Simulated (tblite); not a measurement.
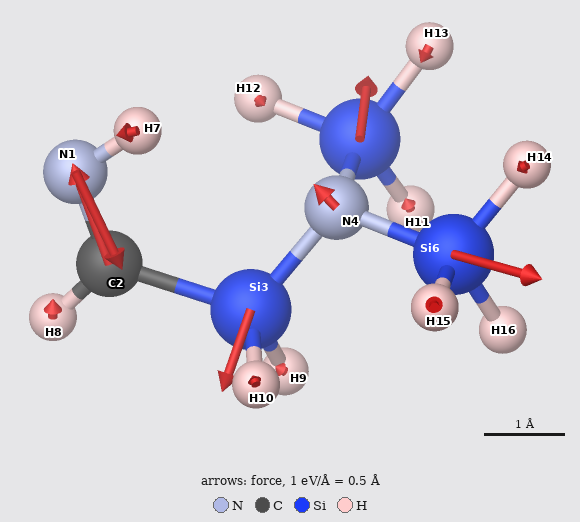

Starting geometry of CH$_{10}$N$_{2}$Si$_{3}$ with the computed forces as red arrows. Style: ball-and-stick. Shown from a free direction.

Level of theory: GFN2-xTB geometry optimisation, gas phase (tblite 0.8.0). 

### Is this structure relaxed? If not, where do the atoms go?

It isn't relaxed: the largest force vector, on a Si atom, is 2.87 eV/Å. The final displacements have little in common with the starting forces (cosine between the two patterns 0.12). The atom that moves furthest after the best rigid fit is an H atom (0.81 Å). Largest moves by element: H 0.81 Å, N 0.61 Å, Si 0.34 Å, C 0.32 Å. Some distances before and after: N–Si 1.687 → 1.746 Å, C–N 1.308 → 1.258 Å, N–Si 1.709 → 1.748 Å, C–Si 1.874 → 1.908 Å. Among the angles between lasting bonds that change: Si–N–Si 110.5° → 121.2°, Si–N–Si 109.7° → 119.7°, Si–N–Si 108.7° → 118.6°. After 117 geometry steps the energy has fallen by 65.9 kJ/mol.
